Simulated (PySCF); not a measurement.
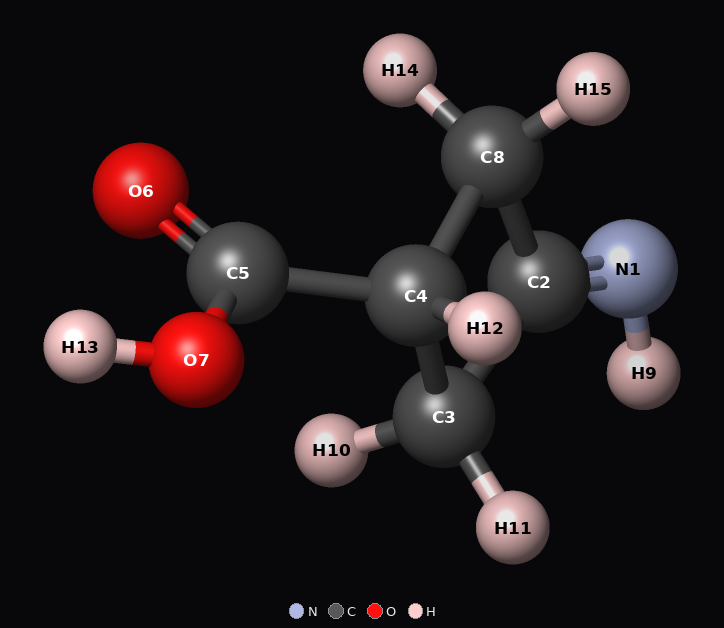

The geometry was computed by an optimisation with GFN2-xTB. No frequency run is at hand to confirm it as a minimum. Electric field gradients from the ground-state density, B3LYP/pcJ-1 (PySCF 2.14.0), non-relativistic apart from any core potentials.

Give the largest field-gradient component, the quadrupole coupling constant and the asymmetry for 14N at N1 (Q = 20.44 mb), 17O at O6 (Q = −25.6 mb), 17O at O7 (Q = −25.6 mb), 2H at H9 (Q = 2.86 mb), 2H at H10 (Q = 2.86 mb).

```json
{"atom": "N1", "V_zz (a.u.)": "−0.947", "e²qQ/h (MHz)": "−4.55", "η": "0.25"}
{"atom": "O6", "V_zz (a.u.)": "−1.544", "e²qQ/h (MHz)": "9.29", "η": "0.17"}
{"atom": "O7", "V_zz (a.u.)": "1.625", "e²qQ/h (MHz)": "−9.78", "η": "0.42"}
{"atom": "H9", "V_zz (a.u.)": "0.379", "e²qQ/h (MHz)": "0.255", "η": "0.03"}
{"atom": "H10", "V_zz (a.u.)": "0.296", "e²qQ/h (MHz)": "0.199", "η": "0.03"}
```
